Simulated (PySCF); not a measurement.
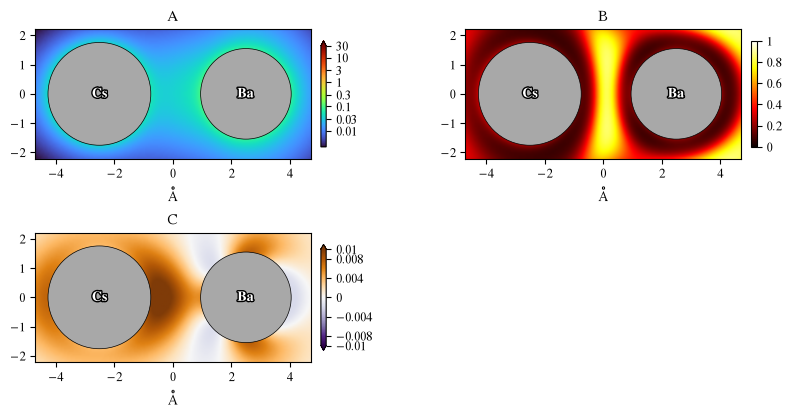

CsBa (doublet): 3 fields on a plane that holds the molecular axis, with unlabelled colour scales. Grey discs cover the atomic cores.

Level of theory: PBE0/x2c-TZVPall, spin-free X2C-1e, Gaussian nucleus, at a bond length of 5.008 Å in PySCF 2.14.0.

Q: Which field does each panel show? The fields are: electron density, electron localisation function and spin density.

A: Panel A: electron density. Panel B: electron localisation function. Panel C: spin density (confined to the atoms that carry the unpaired spin).
